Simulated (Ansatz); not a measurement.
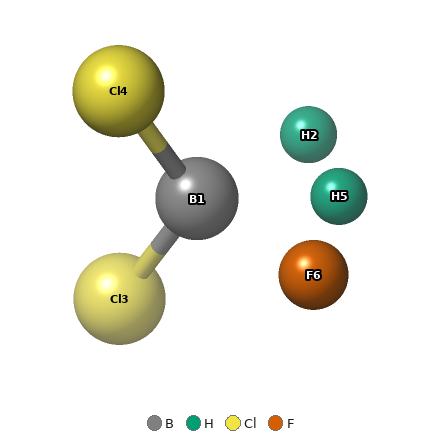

The system is the reacting system BCl₂FH₂ (fragments BCl₂H + FH where the first distance is long, BCl₂F + H₂ where the second is long); the picture shows the reference structure. Coordinates scanned: (1) distance B1–F6 (bond that forms); (2) distance H5–F6 (bond that breaks). Relaxed at each point: all other coordinates. The grid has 13 × 13 points. Points are written as (first, second). Energies: eV, counted from the lowest grid point. Energies and slopes of some neighbouring points disagree (a jump in structure or state, or too coarse a mesh). The reference is spin-restricted, so regions where a bond is pulled apart into radicals lie too high. These are results of Ansatz 0.2.0, RKS SPW92 (LDA)/def2-SVP, not measurements.

Its coordinates:

```xyz
6

B    -0.2057   -0.2583   -0.1806
H     0.5710    1.0085   -0.4784
Cl    0.6120   -1.6353   -0.8529
Cl   -1.9097    0.0270   -0.3583
H     0.6201    0.7976    0.4811
F     0.3123    0.0605    1.3891
```

Range: distance B1–F6 (bond that forms) from 1.296 to 2.496 Å; distance H5–F6 (bond that breaks) from 0.819 to 2.319 Å.

Q: What landscape does the calculation give?

A: The lowest grid point is at (1.296 Å, 2.319 Å). It lies in a valley that leaves the map towards separated partners. Other grid points that lie below all their neighbours: (2.019 Å, 0.979 Å) (1.26 eV higher). The highest grid point, (2.496 Å, 2.319 Å), lies 4.80 eV above the lowest.

```
second ↓, first →  1.296  1.350  1.424  1.508  1.600  1.698  1.801  1.908  2.019  2.134  2.251  2.372  2.496
            2.319   0.00   0.02   0.23   0.58   1.02   1.56   2.14   2.71   3.26   3.75   4.15   4.51   4.80
            2.164   0.01   0.03   0.23   0.57   1.02   1.55   2.12   2.68   3.18   3.62   4.00   4.33   4.61
            2.013   0.04   0.06   0.24   0.58   1.03   1.55   2.11   2.60   3.06   3.47   3.82   4.13   4.38
            1.866   0.09   0.10   0.28   0.61   1.07   1.58   2.05   2.51   2.92   3.29   3.61   3.89   4.12
            1.723   0.18   0.19   0.35   0.68   1.13   1.57   1.99   2.39   2.76   3.09   3.37   3.61   3.81
            1.584   0.34   0.34   0.49   0.81   1.21   1.56   1.91   2.26   2.57   2.85   3.08   3.28   3.45
            1.450   0.60   0.59   0.73   1.04   1.27   1.54   1.83   2.10   2.35   2.57   2.75   2.90   3.04
            1.321   1.00   1.22   1.16   1.21   1.34   1.52   1.72   1.91   2.08   2.23   2.36   2.47   2.56
            1.199   1.85   1.62   1.44   1.38   1.40   1.48   1.58   1.69   1.78   1.87   1.94   2.00   2.06
            1.084   2.31   1.98   1.69   1.51   1.43   1.41   1.42   1.45   1.48   1.51   1.54   1.57   1.60
            0.979   2.66   2.24   1.85   1.58   1.41   1.32   1.28   1.26   1.26   1.27   1.28   1.30   1.32
            0.886   2.87   2.44   2.03   1.74   1.56   1.45   1.40   1.37   1.36   1.36   1.37   1.38   1.40
            0.819   3.39   2.96   2.55   2.25   2.06   1.94   1.88   1.84   1.82   1.82   1.82   1.83   1.85
```

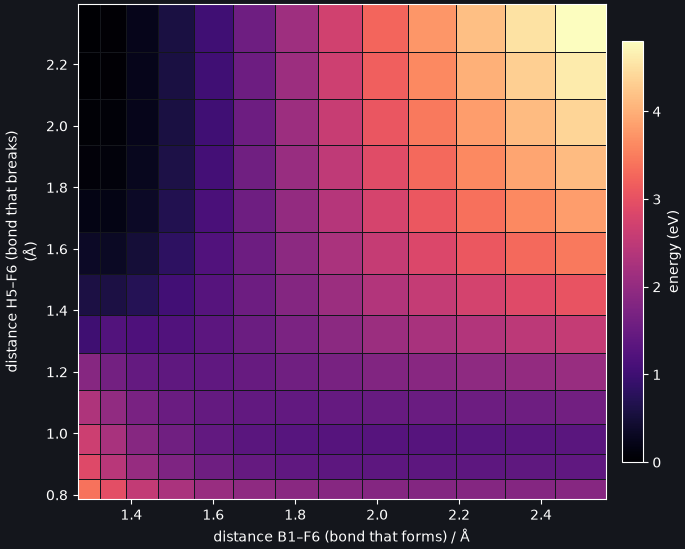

In the figure: one coloured cell a grid point.

Each point was launched as `ansatz run input.yaml --threads 1 --pin off --max-ram 2560MiB --backend cpu --events-out ev --progress --plain --runs-dir out`. The whole map (169 points run) took 18 min on 1 thread of Arm Neoverse V1 (shared host).
